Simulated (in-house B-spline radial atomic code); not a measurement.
# Ta¹⁸⁺: excited configurations in jj coupling

Wanted: excitation energies of Ta¹⁸⁺ as differences of total energies (ΔSCF).

Method: Dirac-Hartree-Fock, average of configuration, Fermi nucleus, basis-set limit. Code: in-house B-spline radial atomic code version 1.

## 1. The atom as given

| Property | Result |
| --- | --- |
| element | tantalum (Z = 73) |
| charge | +18 |
| electrons | 55 |
| configuration | 1s2 2s2 2p6 3s2 3p6 3d10 4s2 4p6 4d10 4f-6 4f+3 |
| Hamiltonian | Dirac-Coulomb |
| nucleus | Fermi, rms radius 5.351 fm |

In configurations, a minus sign after the shell means j = l − 1/2 and a plus sign j = l + 1/2; the count of electrons follows.

Settings, as recorded:

```ini
Z = 73
electrons = 55.0
configuration = 1s2 2s2 2p6 3s2 3p6 3d10 4s2 4p6 4d10 4f-6 4f+3
hamiltonian = dirac
method = hf
spin_polarised = False
nucleus = fermi
rms_radius = 5.3507
mass_number = 181
atomic_mass = 180.947998528
speed_of_light = 137.035999084
```

This reference run was done before. Its total energy is -15497.414628 hartree, and its levels are (the highest eight at most):

```csv
orbital,occupation,energy (eV),<r> (bohr)
3d5/2,6,-2221.22,0.1870
4s1/2,2,-1022.03,0.4523
4p1/2,2,-923.08,0.4564
4p3/2,4,-850.91,0.4843
4d3/2,4,-688.66,0.4929
4d5/2,6,-666.43,0.5032
4f5/2,6,-463.66,0.5155
4f7/2,3,-458.08,0.5214
```

## 2. Run with 1s2 2s2 2p6 3s2 3p6 3d10 4s2 4p6 4d-4 4d+5 4f-4 4f+5 8d-1

Changes to the settings of step 1:

```diff
@@ -2,3 +2,3 @@
 electrons = 55.0
-configuration = 1s2 2s2 2p6 3s2 3p6 3d10 4s2 4p6 4d10 4f-6 4f+3
+configuration = 1s2 2s2 2p6 3s2 3p6 3d10 4s2 4p6 4d-4 4d+5 4f-4 4f+5 8d-1
 hamiltonian = dirac
```

The program writes no log. Results of the run, from its result record (rounded, main fields):

```text
{
  "status": "converged",
  "scf [iteration, energy, orbital gradient]": [
    [1, -15368.8334033, 3.34],
    [2, -15453.3580725, 1.62],
    [3, -15474.1936711, 0.465],
    [4, -15476.1796668, 0.132],
    [5, -15476.3081056, 0.0646],
    [6, -15476.3465013, 0.00507],
    [7, -15476.346633, 0.000444],
    [8, -15476.346634, 2.73e-05],
    [9, -15476.346634, 1.08e-06],
    [10, -15476.346634, 9.5e-09]
  ],
  "energy [hartree]": {"total": -15476.346634, "kinetic": 17375.9356272, "nuclear": -37626.4352364, "coulomb": 5062.74441398, "exact_exchange": -288.591438796},
  "breit [hartree]": {"gaunt": 18.26357, "retardation": -1.930563, "frequency_dependence": -0.3105949},
  "qed [hartree]": {"self_energy": 13.28147, "uehling": -2.455466, "wichmann_kroll": 0.0955219},
  "recoil [hartree]": 0.02927401,
  "total_with_corrections [hartree]": -15449.373422,
  "orbitals [hartree, bohr; first row names the columns]": [
    ["name", "occ", "eps", "<r>"],
    ["1s1/2", 2.0, -2511.1653, 0.018662],
    ["2s1/2", 2.0, -451.2528, 0.078284],
    ["2p1/2", 2.0, -431.15814, 0.064948],
    ["2p3/2", 4.0, -384.34895, 0.072743],
    ["3s1/2", 2.0, -119.27957, 0.20363],
    ["3p1/2", 2.0, -110.39303, 0.19389],
    ["3p3/2", 4.0, -100.12711, 0.20814],
    ["3d3/2", 4.0, -85.361379, 0.18261],
    ["3d5/2", 6.0, -83.106963, 0.18726],
    ["4s1/2", 2.0, -38.742059, 0.4505],
    ["4p1/2", 2.0, -35.040751, 0.45421],
    ["4p3/2", 4.0, -32.418461, 0.48165],
    ["4d3/2", 4.0, -26.309023, 0.48921],
    ["4d5/2", 5.0, -25.783738, 0.49818],
    ["4f5/2", 4.0, -18.158345, 0.50646],
    ["4f7/2", 5.0, -17.98808, 0.51118],
    ["8d3/2", 1.0, -3.7364594, 3.6778]
  ],
  "sum_r [bohr^k]": {"-1": 515.4577, "1": 20.53965, "2": 23.18516},
  "energy_minus_base [hartree]": 21.067994,
  "energy_minus_base_with_corrections [hartree]": 21.0479981
}
```

Run time: 1.3 s. Hardware: 1 thread, shared host.

energy_minus_base is the energy less that of the reference run.

## 3. 1s2 2s2 2p6 3s2 3p6 3d10 4s2 4p6 4d10 4f-2 4f+7

Changes to the settings of step 2:

```diff
@@ -2,3 +2,3 @@
 electrons = 55.0
-configuration = 1s2 2s2 2p6 3s2 3p6 3d10 4s2 4p6 4d-4 4d+5 4f-4 4f+5 8d-1
+configuration = 1s2 2s2 2p6 3s2 3p6 3d10 4s2 4p6 4d10 4f-2 4f+7
 hamiltonian = dirac
```

Main fields:

```text
{
  "status": "converged",
  "scf [iteration, energy, orbital gradient]": [
    [1, -15392.6458479, 3.28],
    [2, -15472.9121493, 1.64],
    [3, -15494.8765175, 0.462],
    [4, -15496.8622177, 0.125],
    [5, -15496.9796523, 0.0642],
    [6, -15497.0177582, 0.0048],
    [7, -15497.0178697, 0.00052],
    [8, -15497.017871, 3.57e-05],
    [9, -15497.017871, 1.17e-06],
    [10, -15497.017871, 2.65e-08]
  ],
  "energy [hartree]": {"total": -15497.017871, "kinetic": 17395.747362, "nuclear": -37736.2536585, "coulomb": 5136.60590519, "exact_exchange": -293.117479698},
  "breit [hartree]": {"gaunt": 18.27085, "retardation": -1.933213, "frequency_dependence": -0.3106368},
  "qed [hartree]": {"self_energy": 13.28122, "uehling": -2.455211, "wichmann_kroll": 0.09551197},
  "recoil [hartree]": 0.02927066,
  "total_with_corrections [hartree]": -15470.040076,
  "orbitals [hartree, bohr; first row names the columns]": [
    ["name", "occ", "eps", "<r>"],
    ["1s1/2", 2.0, -2509.6473, 0.018662],
    ["2s1/2", 2.0, -449.75638, 0.07829],
    ["2p1/2", 2.0, -429.63683, 0.064951],
    ["2p3/2", 4.0, -382.86049, 0.072753],
    ["3s1/2", 2.0, -117.90184, 0.20371],
    ["3p1/2", 2.0, -108.95205, 0.1939],
    ["3p3/2", 4.0, -98.783689, 0.20831],
    ["3d3/2", 4.0, -83.86156, 0.18254],
    ["3d5/2", 6.0, -81.796438, 0.18728],
    ["4s1/2", 2.0, -37.579139, 0.4522],
    ["4p1/2", 2.0, -33.741849, 0.45636],
    ["4p3/2", 4.0, -31.383462, 0.48401],
    ["4d3/2", 4.0, -24.945562, 0.49378],
    ["4d5/2", 6.0, -24.757396, 0.5022],
    ["4f5/2", 2.0, -16.937557, 0.51642],
    ["4f7/2", 7.0, -16.937361, 0.51986]
  ],
  "sum_r [bohr^k]": {"-1": 516.9621, "1": 17.51039, "2": 8.533146},
  "energy_minus_base [hartree]": 0.396757043,
  "energy_minus_base_with_corrections [hartree]": 0.381344128
}
```

Wall time 0.87 s (1 thread, shared host).

## 4. Configuration 1s2 2s2 2p6 3s2 3p6 3d10 4s2 4p6 4d10 4f-4 4f+5

Changes to the settings of step 3:

```diff
@@ -2,3 +2,3 @@
 electrons = 55.0
-configuration = 1s2 2s2 2p6 3s2 3p6 3d10 4s2 4p6 4d10 4f-2 4f+7
+configuration = 1s2 2s2 2p6 3s2 3p6 3d10 4s2 4p6 4d10 4f-4 4f+5
 hamiltonian = dirac
```

Main fields:

```text
{
  "status": "converged",
  "scf [iteration, energy, orbital gradient]": [
    [1, -15392.7225665, 3.28],
    [2, -15472.5877225, 1.65],
    [3, -15494.9523422, 0.457],
    [4, -15496.9619865, 0.124],
    [5, -15497.0764856, 0.0643],
    [6, -15497.11549, 0.00483],
    [7, -15497.1156097, 0.000491],
    [8, -15497.115611, 3.03e-05],
    [9, -15497.115611, 1.07e-06],
    [10, -15497.115611, 1.98e-08]
  ],
  "energy [hartree]": {"total": -15497.115611, "kinetic": 17396.1832398, "nuclear": -37737.565266, "coulomb": 5136.30826594, "exact_exchange": -292.04185068},
  "breit [hartree]": {"gaunt": 18.27712, "retardation": -1.933181, "frequency_dependence": -0.3105764},
  "qed [hartree]": {"self_energy": 13.28045, "uehling": -2.455202, "wichmann_kroll": 0.09551159},
  "recoil [hartree]": 0.02926966,
  "total_with_corrections [hartree]": -15470.1322262,
  "orbitals [hartree, bohr; first row names the columns]": [
    ["name", "occ", "eps", "<r>"],
    ["1s1/2", 2.0, -2509.6288, 0.018662],
    ["2s1/2", 2.0, -449.73624, 0.07829],
    ["2p1/2", 2.0, -429.61826, 0.064952],
    ["2p3/2", 4.0, -382.83945, 0.072752],
    ["3s1/2", 2.0, -117.88415, 0.20371],
    ["3p1/2", 2.0, -108.98455, 0.19398],
    ["3p3/2", 4.0, -98.73723, 0.20827],
    ["3d3/2", 4.0, -83.932069, 0.18275],
    ["3d5/2", 6.0, -81.716449, 0.18714],
    ["4s1/2", 2.0, -37.57167, 0.45224],
    ["4p1/2", 2.0, -33.834927, 0.45636],
    ["4p3/2", 4.0, -31.329381, 0.48414],
    ["4d3/2", 4.0, -25.129236, 0.49332],
    ["4d5/2", 6.0, -24.626611, 0.5027],
    ["4f5/2", 4.0, -16.990918, 0.51591],
    ["4f7/2", 5.0, -16.888121, 0.52057]
  ],
  "sum_r [bohr^k]": {"-1": 516.98, "1": 17.50681, "2": 8.529395},
  "energy_minus_base [hartree]": 0.299017059,
  "energy_minus_base_with_corrections [hartree]": 0.28919386
}
```

Wall time 0.84 s (1 thread, shared host).

## 5. Configuration 1s2 2s2 2p6 3s2 3p6 3d10 4s2 4p6 4d10 4f-1 4f+8

Changes to the settings of step 4:

```diff
@@ -2,3 +2,3 @@
 electrons = 55.0
-configuration = 1s2 2s2 2p6 3s2 3p6 3d10 4s2 4p6 4d10 4f-4 4f+5
+configuration = 1s2 2s2 2p6 3s2 3p6 3d10 4s2 4p6 4d10 4f-1 4f+8
 hamiltonian = dirac
```

Main fields:

```text
{
  "status": "converged",
  "scf [iteration, energy, orbital gradient]": [
    [1, -15392.6528114, 3.28],
    [2, -15473.492895, 1.71],
    [3, -15494.9325064, 0.477],
    [4, -15496.8858879, 0.139],
    [5, -15497.0077015, 0.064],
    [6, -15497.0444239, 0.00476],
    [7, -15497.0445199, 0.000546],
    [8, -15497.0445212, 3.76e-05],
    [9, -15497.0445212, 1.17e-06],
    [10, -15497.0445212, 2.4e-08]
  ],
  "energy [hartree]": {"total": -15497.0445212, "kinetic": 17395.6028356, "nuclear": -37735.8052922, "coulomb": 5137.79621099, "exact_exchange": -294.638275629},
  "breit [hartree]": {"gaunt": 18.26932, "retardation": -1.933229, "frequency_dependence": -0.3106666},
  "qed [hartree]": {"self_energy": 13.2816, "uehling": -2.455215, "wichmann_kroll": 0.09551212},
  "recoil [hartree]": 0.02927114,
  "total_with_corrections [hartree]": -15470.0679291,
  "orbitals [hartree, bohr; first row names the columns]": [
    ["name", "occ", "eps", "<r>"],
    ["1s1/2", 2.0, -2509.6537, 0.018662],
    ["2s1/2", 2.0, -449.76337, 0.07829],
    ["2p1/2", 2.0, -429.64307, 0.064951],
    ["2p3/2", 4.0, -382.86794, 0.072753],
    ["3s1/2", 2.0, -117.90751, 0.20371],
    ["3p1/2", 2.0, -108.93264, 0.19386],
    ["3p3/2", 4.0, -98.803785, 0.20833],
    ["3d3/2", 4.0, -83.823269, 0.18243],
    ["3d5/2", 6.0, -81.83334, 0.18734],
    ["4s1/2", 2.0, -37.580841, 0.45218],
    ["4p1/2", 2.0, -33.693306, 0.45637],
    ["4p3/2", 4.0, -31.408631, 0.48396],
    ["4d3/2", 4.0, -24.851844, 0.49402],
    ["4d5/2", 6.0, -24.820969, 0.50198],
    ["4f5/2", 1.0, -16.909013, 0.51672],
    ["4f7/2", 8.0, -16.960128, 0.51955]
  ],
  "sum_r [bohr^k]": {"-1": 516.9559, "1": 17.51101, "2": 8.533366},
  "energy_minus_base [hartree]": 0.3701068,
  "energy_minus_base_with_corrections [hartree]": 0.353490938
}
```

Run time: 0.82 s. Hardware: 1 thread, shared host.

## 6. The excitation energies

| net move | configuration | energy above the reference (eV) | with Breit, QED, recoil (eV) | largest <r> (bohr) |
| --- | --- | --- | --- | --- |
| 2×4f5/2 → 2×4f7/2 | 1s2 2s2 2p6 3s2 3p6 3d10 4s2 4p6 4d10 4f-4 4f+5 | 8.137 | 7.869 | 0.521 |
| 5×4f5/2 → 5×4f7/2 | 1s2 2s2 2p6 3s2 3p6 3d10 4s2 4p6 4d10 4f-1 4f+8 | 10.071 | 9.619 | 0.520 |
| 4×4f5/2 → 4×4f7/2 | 1s2 2s2 2p6 3s2 3p6 3d10 4s2 4p6 4d10 4f-2 4f+7 | 10.796 | 10.377 | 0.520 |
| 4d5/2, 2×4f5/2 → 2×4f7/2, 8d3/2 | 1s2 2s2 2p6 3s2 3p6 3d10 4s2 4p6 4d-4 4d+5 4f-4 4f+5 8d-1 | 573.29 | 572.75 | 3.68 |

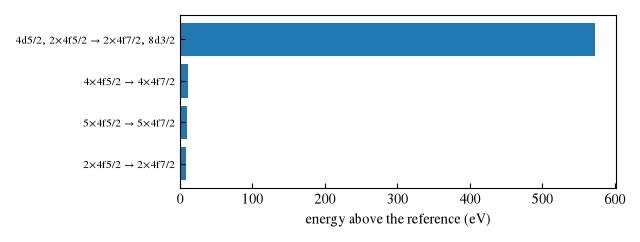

Energy of each configuration above the reference.

The energies run from 8.137 eV (2×4f5/2 → 2×4f7/2) to 573.29 eV (4d5/2, 2×4f5/2 → 2×4f7/2, 8d3/2). Koopmans' estimate of the ionisation threshold is 458.08 eV; 1 configuration exceeds it by over 2 % and could autoionise. These are averages over configurations, without correlation, not spectroscopic levels.
